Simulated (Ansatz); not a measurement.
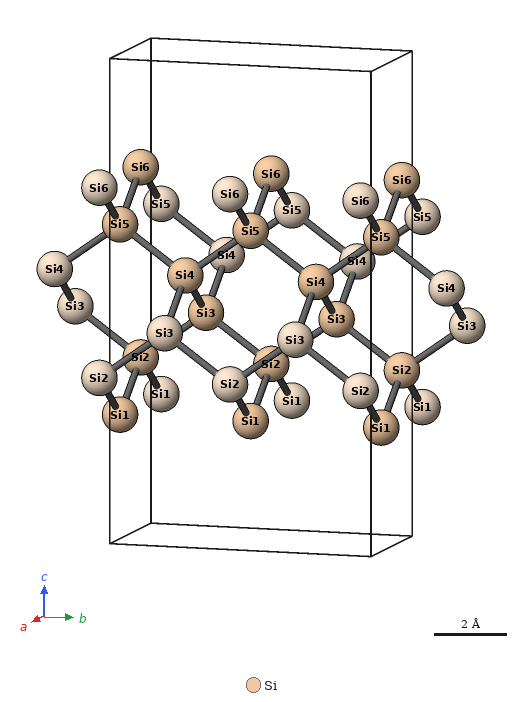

**Figure 1.** The structure (ball-and-stick view of the 1 × 2 repeat of the cell, with the vacuum cut short, seen slightly off an axis; neighbours outside the cell are drawn fainter; atoms are numbered from 1 in the order of the input).

**Si: a changed input and its effect**

System: Si (slab, 6 atoms in the cell).
Method of run 1: DFT, LDA, PAW with Ansatz's default frozen-core files, scalar-relativistic, no spin polarisation (Ansatz 0.2.0).

Text and figures count atoms from 1; the logs count them from 0 in places.

Input file, run 1:
```yaml
crystal:
  lattice:
    - [3.8197434381, 0.0, 0.0]
    - [0.0, 3.8197434381, 0.0]
    - [0.0, 0.0, 22.7524]
  atoms:
    - { symbol: Si, position: [0.75, 0.0, 0.3528283012] }
    - { symbol: Si, position: [0.25, 0.0, 0.4110438458] }
    - { symbol: Si, position: [0.25, 0.5, 0.4705218069] }
    - { symbol: Si, position: [0.75, 0.5, 0.5294781928] }
    - { symbol: Si, position: [0.75, 0.0, 0.5889561547] }
    - { symbol: Si, position: [0.25, 0.0, 0.6471716986] }
  periodic: [true, true, false]
kpoints:
  mp_grid: { grid: [8, 8, 1] }
scf:
  occupations: { method: fermi_dirac, width: 0.02 }
hamiltonian:
  xc: lda
  pseudopotentials: { kind: paw }
output:
  forces: true
  stress: true
  eigenvalues: true
```

Launched with:
```bash
ansatz run input.yaml --threads 2 --pin off --max-ram 4096MiB --backend cpu --events-out ev --progress --plain --runs-dir out
```

Hardware: 2 threads of Arm Neoverse V1, 24 GiB of memory available, shared host.

Output, shortened to warnings, some set-up lines, iterations and results (run 1):
```
Warning: crystal.periodic: the lattice vector that does not repeat stood 0.000° off the slab's normal, 22.752 Å along it as the deck builds it. The run solves the slab on a vector along the normal, 37.194 Å long, with every atom where it was (on the deck's vector they left 16.06 Å outside them, and the widest stretch free of ions among them is 1.35 Å). A fractional position that the run reports …
Basis set: ecut = 420 eV, 10605 PW (Γ)
Symmetry: 8 space group operations
k-points: 25 of 64
Initial density: superposition of atomic densities (neutral atoms: chi_scale 0, normalization atom), corrected by the library's trained network
[...]
SCF iter   1: F=—  HF=-3647.675745 eV  |F-HF|=—  |Δ(HF+E_count)|=         —  Δρ=2.06e-3  dr2=3.99e-2  ethr=1.77e-3  ⟨swp⟩=13.4  Hψ=4451  notcnv=0
SCF iter   2: F=—  HF=-3647.670550 eV  |F-HF|=—  |Δ(HF+E_count)|=   5.20e-3  Δρ=4.66e-4  dr2=8.18e-3  ethr=1.66e-4  ⟨swp⟩=3.4  Hψ=1040  notcnv=0  defer=26
SCF iter   3: F=—  HF=-3647.669753 eV  |F-HF|=—  |Δ(HF+E_count)|=   7.96e-4  Δρ=2.04e-4  dr2=7.72e-4  ethr=3.41e-5  ⟨swp⟩=3.2  Hψ=807  notcnv=0  defer=27
SCF iter   4: F=—  HF=-3647.669658 eV  |F-HF|=—  |Δ(HF+E_count)|=   9.54e-5  Δρ=8.47e-5  dr2=2.00e-4  ethr=3.22e-6  ⟨swp⟩=2.9  Hψ=864  notcnv=0  defer=27
SCF iter   5: F=—  HF=-3647.669627 eV  |F-HF|=—  |Δ(HF+E_count)|=   3.12e-5  Δρ=1.68e-5  dr2=3.30e-6  ethr=8.32e-7  ⟨swp⟩=2.6  Hψ=707  notcnv=0  defer=27
SCF iter   6: F=—  HF=-3647.669493 eV  |F-HF|=—  |Δ(HF+E_count)|=   1.34e-4  Δρ=5.05e-6  dr2=4.48e-7  ethr=1.38e-8  ⟨swp⟩=3.2  Hψ=965  notcnv=0  defer=27
SCF iter   7: F=-3647.669493 eV  HF=-3647.669493 eV  |F-HF|=1.56e-8  |Δ(HF+E_count)|=   1.49e-7  Δρ=2.28e-6  dr2=8.82e-8  ethr=4.17e-10  ⟨swp⟩=13.0  Hψ=3015  notcnv=0
SCF 1 converged in 7 iterations: F = -3647.669493 eV  dr2 = 8.82e-8
SCF converged after 7 iterations
Free energy (F): -3647.669493 eV
Harris-Foulkes:  -3647.669493 eV  (|F-HF|=1.56e-8)
Internal energy: -3647.664793 eV  (E = F + TS)
E sigma→0 (E₀):  -3647.667143 eV
Entropy (-TS):   -0.004701 eV (-0.783 meV/atom)
Fermi energy:    -5.473802 eV
--- Per-component energies (eV) ---
  E_band       = -239.137187
  E_kinetic    = 235.156312
  E_local      = -23667.725653  (includes V_loc(G=0)·N_el)
  E_nonlocal   = 163.114571
  E_hartree    = 11661.452493
  E_xc         = -324.454929
  E_vxc        = -276.811420  (∫ρ·V_xc dr)
  E_paw        = -2915.324416  (= ΣΔE_a)
  E_vpaw       = -15.770155  (= ΣTr[D̂ρ^β])
  E_aug_tail   = 0.000036  (compensation charges beyond the density's cutoff)
  E_ewald      = 11199.610807
  E_core_change = 0.505984  (= ΣΔE_core)
  E_smearing   = -0.004701  (= −TS)
  E_closure    = 0.000000  (closes the sum)
  Σ components = -3647.669493   (vs F -3647.669493, Δ=0.00e0)
--- Forces (eV/Å), atoms counted from 1 ---
  atom   1  Si    -0.00000000     0.00000000     0.00086933
  atom   2  Si    -0.00000000     0.00000000    -0.00026265
  atom   3  Si    -0.00000000     0.00000000    -0.00206660
  atom   4  Si    -0.00000000     0.00000000     0.00206660
  atom   5  Si    -0.00000000     0.00000000     0.00026265
  atom   6  Si    -0.00000000     0.00000000    -0.00086933
  max |Σ_I F_I| component: 1.08e-19 eV/Å
--- 2D stress c σ (N/m, compression-positive) ---
       -0.198862       0.000000       0.000000
        0.000000      -4.354402       0.000000
        0.000000       0.000000       0.000000
  P = ½ c Tr σ = -2.2766 N/m
```

The input of run 2 differs as follows (lines with − go, lines with + come):
```diff
-  periodic: [true, true, false]
+  core_levels:
+    shells: { Si: ["2p"] }
+    counted_from: conduction_bottom
+    add_spin: false
```

What does this change do to the results?

The energy is the same within 0.01 meV per atom. The number of SCF iterations is the same. The plane waves at Γ go from 10605 to 6509. On the same kind of shared host run 2 took about 3.4 times as long.

Output, shortened to warnings, some set-up lines, iterations and results (run 2):
```
Basis set: ecut = 420 eV, 6509 PW (Γ)
Symmetry: 8 space group operations
k-points: 25 of 64
Initial density: superposition of atomic densities (neutral atoms: chi_scale 0, normalization atom), corrected by the library's trained network
[...]
SCF iter   1: F=—  HF=-3647.675284 eV  |F-HF|=—  |Δ(HF+E_count)|=         —  Δρ=2.62e-3  dr2=3.92e-2  ethr=1.77e-3  ⟨swp⟩=10.2  Hψ=3614  notcnv=0
SCF iter   2: F=—  HF=-3647.670505 eV  |F-HF|=—  |Δ(HF+E_count)|=   4.78e-3  Δρ=5.84e-4  dr2=8.34e-3  ethr=1.63e-4  ⟨swp⟩=2.3  Hψ=866  notcnv=0  defer=23
SCF iter   3: F=—  HF=-3647.669723 eV  |F-HF|=—  |Δ(HF+E_count)|=   7.82e-4  Δρ=2.51e-4  dr2=7.47e-4  ethr=3.47e-5  ⟨swp⟩=2.7  Hψ=658  notcnv=0  defer=27
SCF iter   4: F=—  HF=-3647.669624 eV  |F-HF|=—  |Δ(HF+E_count)|=   9.85e-5  Δρ=1.11e-4  dr2=1.95e-4  ethr=3.11e-6  ⟨swp⟩=2.5  Hψ=706  notcnv=0  defer=27
SCF iter   5: F=—  HF=-3647.669591 eV  |F-HF|=—  |Δ(HF+E_count)|=   3.28e-5  Δρ=2.25e-5  dr2=3.45e-6  ethr=8.14e-7  ⟨swp⟩=2.7  Hψ=718  notcnv=0  defer=27
SCF iter   6: F=—  HF=-3647.669508 eV  |F-HF|=—  |Δ(HF+E_count)|=   8.36e-5  Δρ=5.87e-6  dr2=3.50e-7  ethr=1.44e-8  ⟨swp⟩=2.1  Hψ=716  notcnv=0  defer=27
SCF iter   7: F=-3647.669508 eV  HF=-3647.669508 eV  |F-HF|=1.99e-8  |Δ(HF+E_count)|=   7.08e-8  Δρ=2.32e-6  dr2=5.39e-8  ethr=4.17e-10  ⟨swp⟩=10.1  Hψ=2508  notcnv=0
SCF 1 converged in 7 iterations: F = -3647.669508 eV  dr2 = 5.39e-8
── core hole 1/3: 2p of Si 0 ──
── 2p of Si 0: 98.434 eV over the cell without the hole, in 9 iterations ──
── core hole 2/3: 2p of Si 1 ──
── 2p of Si 1: 98.712 eV over the cell without the hole, in 11 iterations ──
── core hole 3/3: 2p of Si 2 ──
── 2p of Si 2: 98.828 eV over the cell without the hole, in 9 iterations ──
SCF converged after 7 iterations
Free energy (F): -3647.669508 eV
Harris-Foulkes:  -3647.669508 eV  (|F-HF|=1.99e-8)
Internal energy: -3647.664807 eV  (E = F + TS)
E sigma→0 (E₀):  -3647.667158 eV
Entropy (-TS):   -0.004700 eV (-0.783 meV/atom)
Fermi energy:    -1.367011 eV
--- Per-component energies (eV) ---
  E_band       = -140.574250
  E_kinetic    = 235.156319
  E_local      = -5747.700739  (includes V_loc(G=0)·N_el)
  E_nonlocal   = 163.114472
  E_hartree    = 2750.720623
  E_xc         = -324.454920
  E_vxc        = -276.811403  (∫ρ·V_xc dr)
  E_paw        = -2915.324403  (= ΣΔE_a)
  E_vpaw       = -15.770134  (= ΣTr[D̂ρ^β])
  E_aug_tail   = 0.000036  (compensation charges beyond the density's cutoff)
  E_ewald      = 2190.317821
  E_core_change = 0.505984  (= ΣΔE_core)
  E_smearing   = -0.004700  (= −TS)
  E_closure    = -0.000000  (closes the sum)
  Σ components = -3647.669508   (vs F -3647.669508, Δ=0.00e0)
--- Forces (eV/Å), atoms counted from 1 ---
  atom   1  Si     0.00000000     0.00000000     0.00083714
  atom   2  Si     0.00000000     0.00000000    -0.00020754
  atom   3  Si     0.00000000     0.00000000    -0.00200712
  atom   4  Si     0.00000000     0.00000000     0.00200712
  atom   5  Si     0.00000000     0.00000000     0.00020754
  atom   6  Si     0.00000000     0.00000000    -0.00083714
  max |Σ_I F_I| component: 0.00e0 eV/Å
--- Stress (GPa, compression-positive) ---
       -0.087446       0.000000       0.000000
        0.000000      -1.913809       0.000000
        0.000000       0.000000      -0.001175
  P = ⅓ Tr σ = -0.6675 GPa (-6.675 kbar)
--- Core levels from the conduction bottom, as differences alone (as output.core_levels.counted_from types it; a hole's nearest image at 3.8 Å) ---
  the holes have no spin, as output.core_levels.add_spin types it
  atom         alike  shell      binding/eV   shift/eV difference/eV images/eV   SCF
  Si 0             2     2p               –     +0.000        98.434         –     9
  Si 1             2     2p               –     +0.277        98.712         –    11
  Si 2             2     2p               –     +0.394        98.828         –     9
  the dataset of Si with a 2p hole: scattering error 0.000 eV (0.000 eV in the local channel); free atom: scalar-relativistic, large and small components
  the two lines of Si's 2p: 2p1/2 +0.408 eV and 2p3/2 -0.204 eV off its levels, 1 : 2 in strength
```

The two runs side by side:

| quantity | run 1 | run 2 |
| --- | --- | --- |
| outcome | converged | converged |
| free energy per atom (eV) | −607.9449 | −607.9449 |
| energy per atom, smearing taken to zero (eV) | −607.9445 | −607.9445 |
| largest force (eV/Å) | 0.002 | 0.002 |
| SCF iterations | 7 | 7 |
| irreducible k-points | 25 | 25 |
| plane waves at Γ | 10605 | 6509 |
| wall time (shared host) | 12 s | 42 s |
